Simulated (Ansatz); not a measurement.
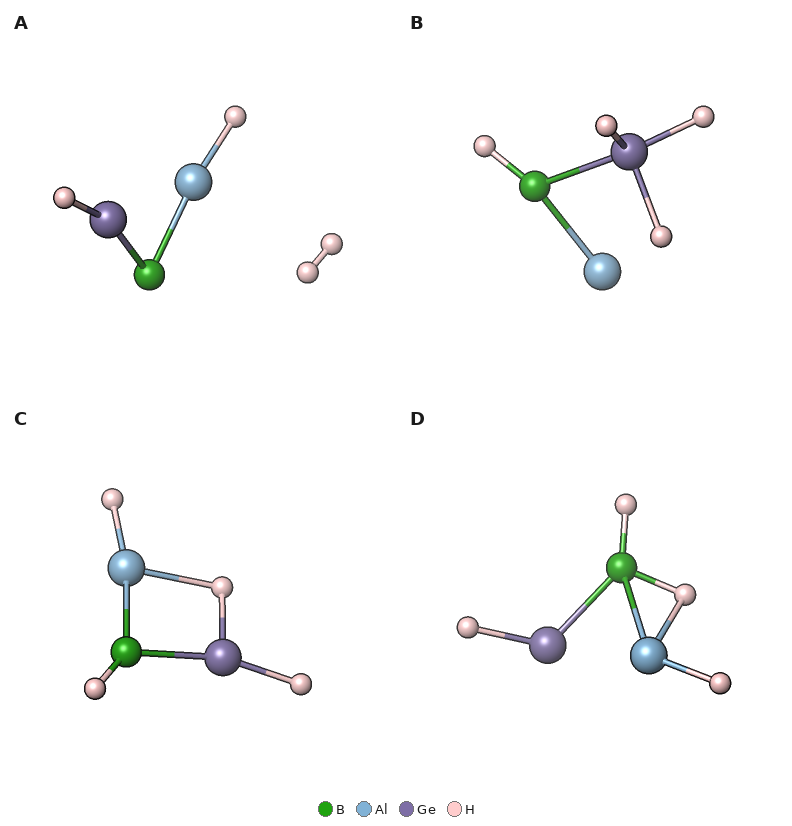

4 stationary structures of one formula. Geometries: PBE-D4/def2-SVP. Electronic energies: PBE-D4/def2-SVP (Ansatz 0.2.0), without zero-point energy. No frequency run is at hand to confirm each as a minimum. Each is one conformer, not always the lowest.

> Which is lowest in energy, and by how much?

D is lowest (C1); C lies 37.1 kJ/mol above it (Cs), B lies 145.8 kJ/mol above it (C1), A lies 230.1 kJ/mol above it (C1).
